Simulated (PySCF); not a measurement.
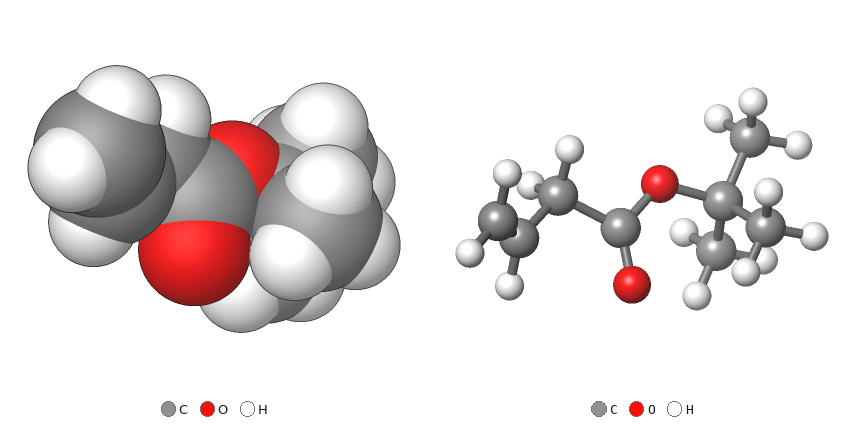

The same structure drawn twice, from different directions.

Computed geometry: GFN2-xTB optimisation. No frequency run is at hand to confirm it as a minimum.

Question: Which formula does it have?

Answer: C8H14O2, 24 atoms: 8 carbon, 14 hydrogen and 2 oxygen.

Question: How many bonds of each kind are drawn?

Answer: 14 C–H, 6 C–C, 3 C–O.

Question: Name some functional groups or characteristic bonds that it holds.

Answer: Among them: ester, alkene.

Question: Describe its rings.

Answer: It has no ring.

The parts below concern this one geometry. Atoms keep their numbers from picture to picture.

**Symmetry**

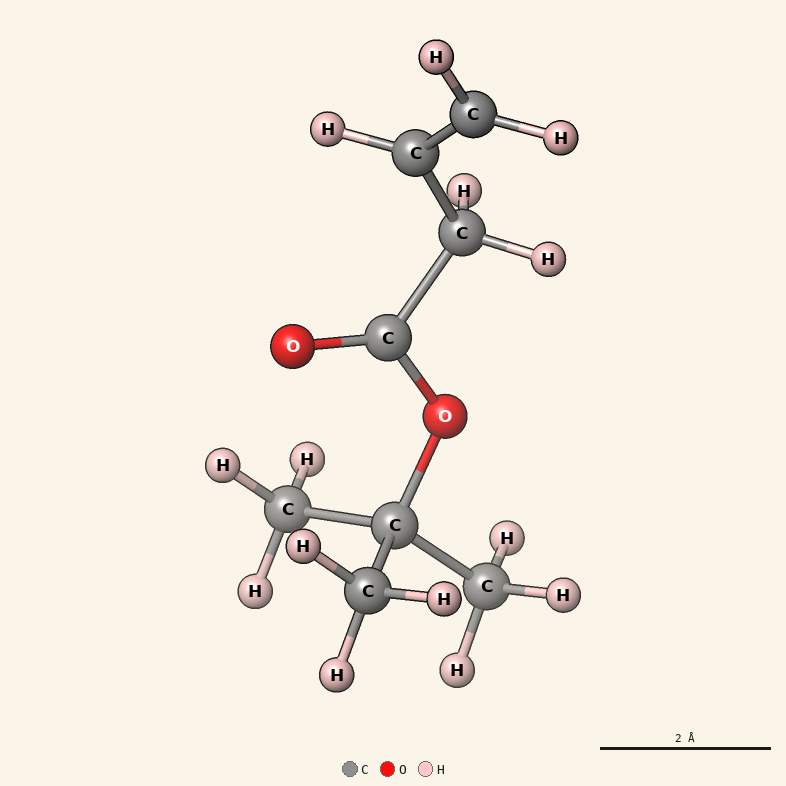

Depth is shown by fading: the farther an atom, the more it takes the colour of the background. No frequency run is at hand to confirm it as a minimum. Masses are those of the most abundant isotopes; constants are for the rigid equilibrium geometry.

Question: Classify the rotor and give the rotational constants (cm⁻¹).

Answer: An asymmetric top (C1): A = 0.100, B = 0.0218, C = 0.0209 cm⁻¹. Ray's parameter κ is −0.98, close to the prolate limit.

**NMR shielding**

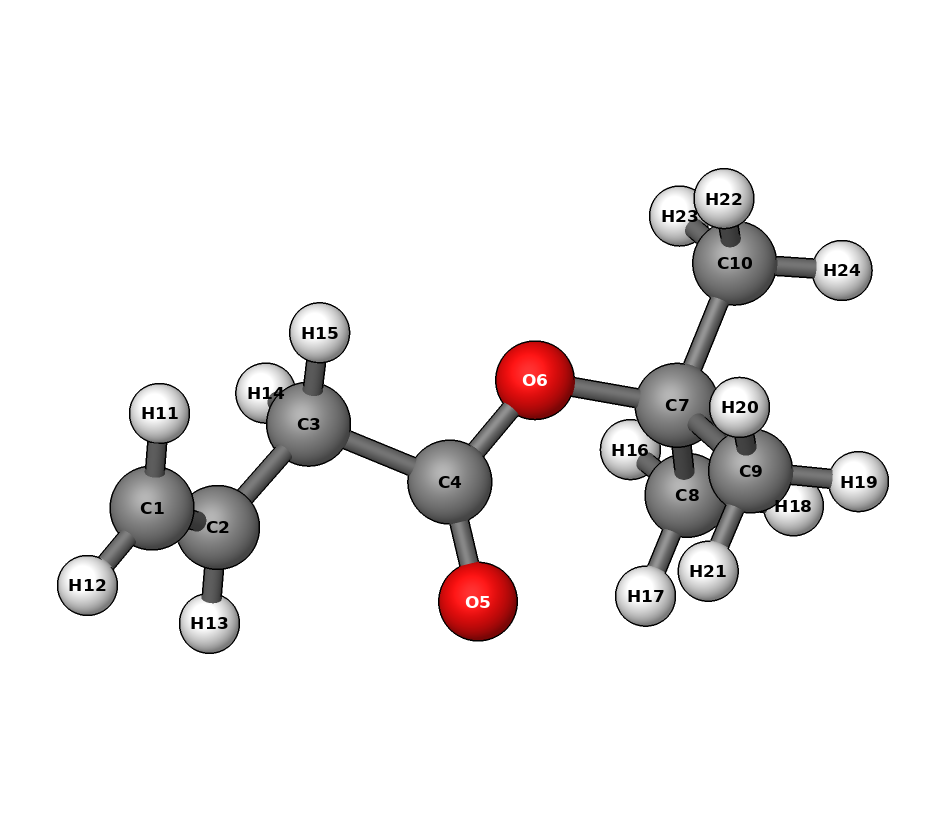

No frequency run is at hand to confirm it as a minimum. Properties computed with GIAO PBE0/pcSseg-1 NMR shielding, non-relativistic, gas phase (PySCF 2.14.0). Principal shieldings σ11 ≤ σ22 ≤ σ33, span Ω = σ33 − σ11, skew κ = 3(σiso − σ22)/Ω.

Question: Which O atom has the most anisotropic shielding?

Answer: O5, with a span of 712 ppm.

Give the shielding tensors of the O atoms.

```csv
atom,σ11,σ22,σ33,σiso,Ω,κ
O5,−406.7,−213.9,305.0,−105.2,711.7,0.46
O6,−55.1,149.0,180.6,91.5,235.8,−0.73
```

Shieldings and span in ppm.

**Electronic properties**

No frequency run is at hand to confirm it as a minimum. Properties computed with PBE0/pcSseg-1, gas phase (PySCF 2.14.0).

Question: What is the HOMO energy (Kohn–Sham orbital)?

Answer: −7.49 eV.

Question: Estimate the LUMO energy (Kohn–Sham orbital).

Answer: 0.42 eV.

Question: What is the dipole moment?

Answer: 2.01 D.

**Quadrupole coupling**

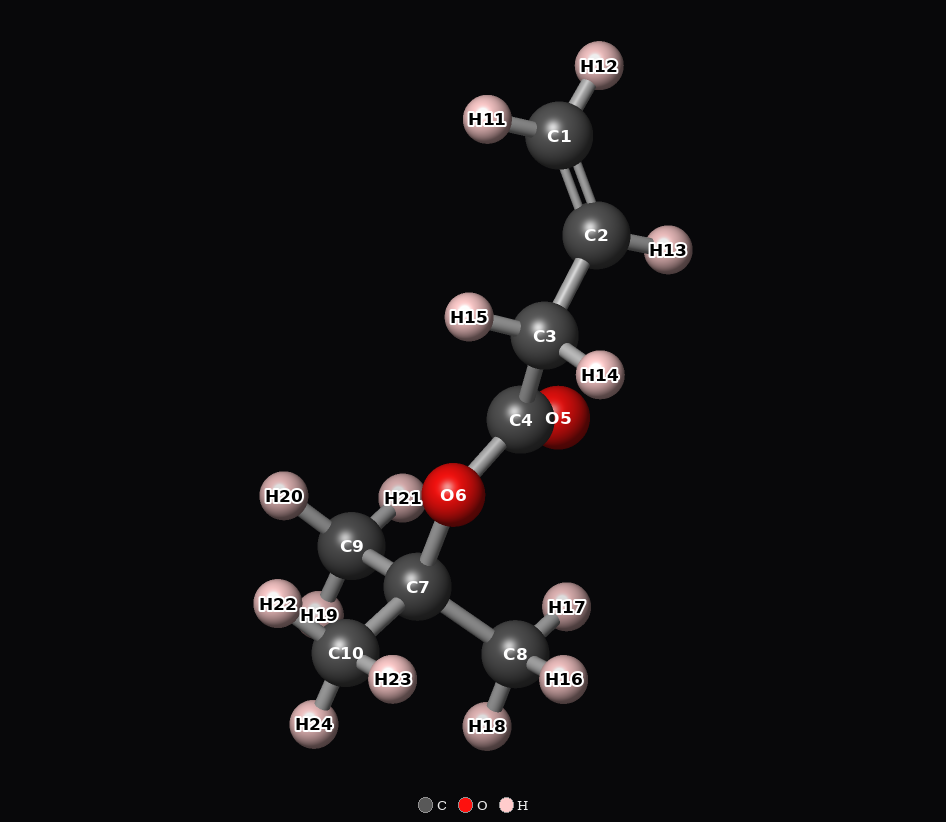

No frequency run is at hand to confirm it as a minimum. Electric field gradients from the ground-state density, PBE0/pcSseg-1 (PySCF 2.14.0), non-relativistic apart from any core potentials.

Give the largest field-gradient component, the quadrupole coupling constant and the asymmetry for 17O at O5 (Q = −25.6 mb), 17O at O6 (Q = −25.6 mb), 2H at H11 (Q = 2.86 mb), 2H at H12 (Q = 2.86 mb).

| atom | V_zz (a.u.) | e²qQ/h (MHz) | η |
| --- | --- | --- | --- |
| O5 | −1.621 | 9.75 | 0.15 |
| O6 | 1.679 | −10.10 | 0.29 |
| H11 | 0.335 | 0.225 | 0.06 |
| H12 | 0.339 | 0.228 | 0.05 |
